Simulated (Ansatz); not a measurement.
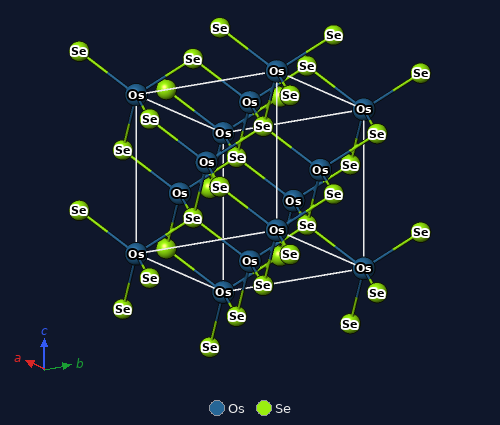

OsSe (space group F-43m, No. 216): the end point of a relaxation with DFT PBEsol, scalar-relativistic, plane waves, PAW in Ansatz; the starting structure was generated, so it need not be a known form of this composition.

Bonds are taken as Os–Se below 2.7 Å. Atoms with one bond or none are removed and atoms with two bonds are replaced by edges, until no such atom is left.

### What kind of net remains, and which atoms are its nodes?

A uninodal 4-connected, three-periodic net: Os and Se are 4-connected nodes.

### Name the underlying net.

It is the dia net, known from diamond, zinc blende and cristobalite.

### Is the net interpenetrated?

It is a single net, without interpenetration.

### Give the first five terms of the coordination sequence (nodes one, two, three … edges away).

Os and Se: 4, 12, 24, 42, 64.

### How many nodes does the smallest cycle have?

Six.

The simplified net, drawn on the atoms' positions. Nodes are coloured by element. Edges to nodes outside the piece are drawn as stubs.

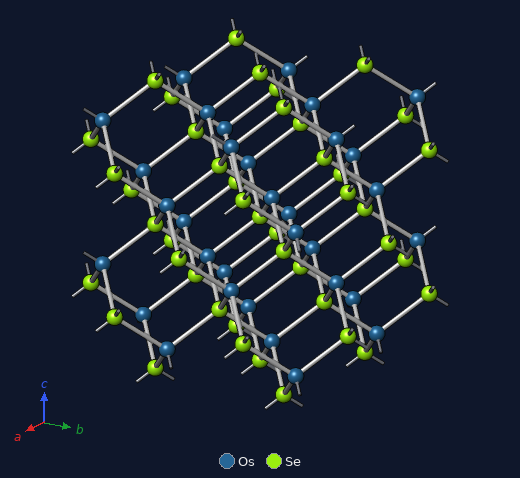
